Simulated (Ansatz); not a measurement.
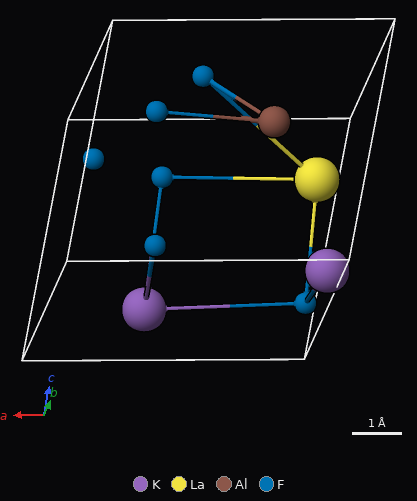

Starting frame of a dynamics run of an amorphous cell of composition K2LaAlF6 (10 atoms in the cell). The picture is a ball-and-stick view of the simulation cell, seen from a free direction. Bonds to atoms that aren't drawn are left out.

These are results of DFT, PAW plane waves, PBE (Ansatz 0.2.0), not measurements.

Input file:
```yaml
crystal:
  lattice:
    - [5.780929, -0.418349, -0.906919]
    - [-0.564329, 5.259859, 0.517785]
    - [-0.125455, -0.076696, 5.409555]
  atoms:
    - { symbol: K, position: [0.038289, 0.696842, 0.074547] }
    - { symbol: K, position: [0.603576, 0.061473, 0.180041] }
    - { symbol: La, position: [0.099261, 0.290941, 0.621154] }
    - { symbol: Al, position: [0.339856, 0.840576, 0.635483] }
    - { symbol: F, position: [0.651753, 0.542257, 0.246668] }
    - { symbol: F, position: [0.612256, 0.719777, 0.87585] }
    - { symbol: F, position: [0.954223, 0.82186, 0.492205] }
    - { symbol: F, position: [0.045453, 0.16617, 0.159095] }
    - { symbol: F, position: [0.634661, 0.119769, 0.705418] }
    - { symbol: F, position: [0.767926, 0.879801, 0.664228] }
kpoints:
  mp_grid: { grid: [3, 3, 3] }
magnetization:
  spin_polarized: false
scf:
  occupations: { method: fermi_dirac, width: 0.05 }
hamiltonian:
  pseudopotentials: { kind: paw }
  xc: pbe
basis:
  ecutwfc: 420
md:
  timestep: 1.5
  n_steps: 60
  ensemble: nvt_nose_hoover
  temperature: 100.0
  initial_velocities: maxwell_boltzmann
  seed: 15322
```

Launched with:
```bash
ansatz run input.yaml --threads 2 --pin off --max-ram 2560MiB --backend cpu --events-out ev --progress --plain --runs-dir out
```

Predict how the run goes.

Answer. The mean temperature in the second half is 1290 K (standard deviation 157 K). That is above the set 100 K, because the structure releases potential energy faster than the thermostat removes it. The potential energy is still drifting at the end, so the run hasn't reached equilibrium. The potential energy in the second half lies on average 1379 meV per atom below the first frame. The first frame is far from relaxed (forces up to 9.9 eV/Å), so much of the motion is the structure settling. Root-mean-square distances from the starting positions over the second half, with the common drift of all atoms taken out: F 1.24 Å, Al 0.55 Å, K 0.36 Å, La 0.17 Å. The run lasts only 90 fs, too short to tell vibration from diffusion.

Along the run (each row but the first and the last is the mean over the interval that it begins):

| time (fs) | potential energy (meV/atom) | T (K) |
| --- | --- | --- |
| 0.0 | 0.0 | 100 |
| 15.0 | -1001.1 | 4956 |
| 30.0 | -1199.6 | 2825 |
| 45.0 | -1263.6 | 1423 |
| 60.0 | -1368.2 | 1243 |
| 75.0 | -1490.6 | 1232 |
| 90.0 | -1526.7 | 1001 |

The paths of the atoms:

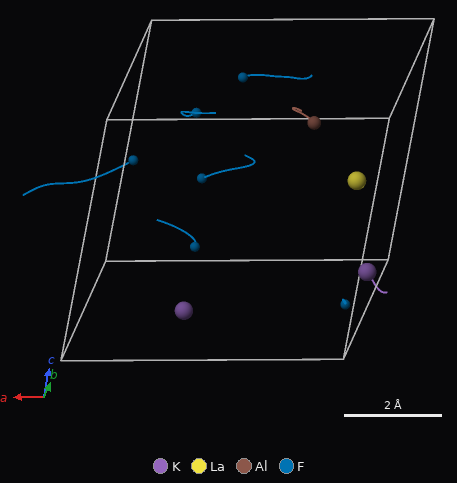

Limits of the set-up: the periodic images lie only 5.3 Å apart, so the values are limited by the cell's size.

The run took 8.1 min on 2 threads of Arm Neoverse N1, on a shared host, peak memory 0.52 GiB.
